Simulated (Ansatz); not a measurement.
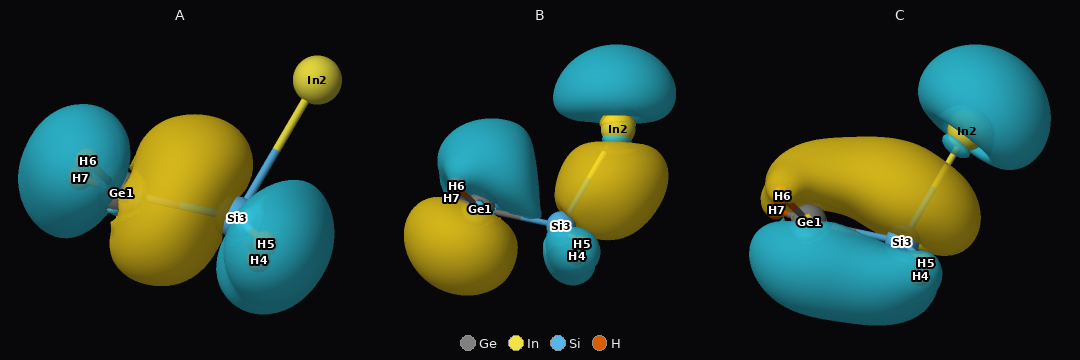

*GeH4InSi (charge +1). Three frontier orbitals at ±0.06 Å⁻³ᐟ² (yellow and cyan are the two phases), in no order.*

Geometry: PBE-D3(BJ)/def2-SVP; core potentials replace the inner electrons of In.

Level of theory: isolated molecule in a Gaussian basis; Kohn-Sham density functional theory, functional PBE0 in Ansatz 0.2.0.

```xyz
7

Ge   -1.8185    0.2282    0.6151
In    1.1669   -0.0318   -2.5561
Si   -1.7298    0.4888   -1.6350
H    -1.9682    1.9006   -2.0900
H    -2.5054   -0.5495   -2.3948
H    -1.8357   -1.1791    1.2537
H    -1.2864    1.3246    1.5655
```

**Which picture is the HOMO−1, the HOMO and the LUMO?**

A is the HOMO−1 (−13.27 eV). It lies mainly on Ge1 (about 35 %), Si3 (about 35 %), H7 (about 5 %), H6 (about 5 %), H5 (about 5 %) and H4 (about 5 %). C is the HOMO (−10.54 eV). Its weight (Hirshfeld) is mainly on Si3 (about 35 %), Ge1 (about 30 %) and In2 (about 25 %). B is the LUMO (−7.40 eV). By Hirshfeld shares it lies mainly on Ge1 (about 45 %), In2 (about 30 %) and Si3 (about 15 %).

**What is the HOMO–LUMO gap?**

3.14 eV between the orbital energies.
